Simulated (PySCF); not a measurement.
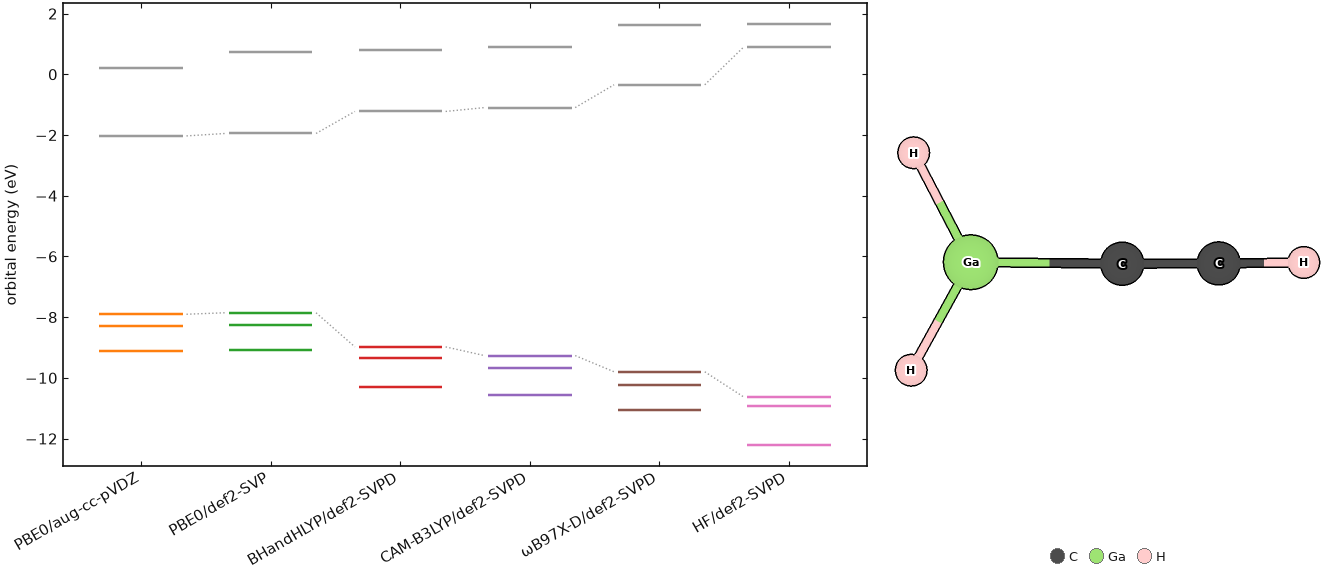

Frontier orbital energies of C₂H₃Ga, SMILES C#[C][GaH2], singlet at one geometry, PySCF 2.14.0, at a PBE0-D3(BJ)/def2-SVP geometry (no frequency check). Empty levels are grey, levels within 0.1 eV stand side by side; all columns show the same few orbitals around the gap. Dotted lines join the HOMOs and the LUMOs.

Q: Compare the HOMO-LUMO separations.

A: The separation grows from 5.88 eV (PBE0/aug-cc-pVDZ) to 11.53 eV (HF/def2-SVPD).

```
              level  HOMO (eV)  LUMO (eV)  separation (eV)
   PBE0/aug-cc-pVDZ      −7.90      −2.03             5.88
      PBE0/def2-SVP      −7.86      −1.95             5.91
BHandHLYP/def2-SVPD      −8.98      −1.22             7.76
CAM-B3LYP/def2-SVPD      −9.27      −1.10             8.17
  ωB97X-D/def2-SVPD      −9.80      −0.35             9.46
       HF/def2-SVPD     −10.63       0.90            11.53
```

Caveats, for all or some of the runs: empty levels above zero depend strongly on the basis.
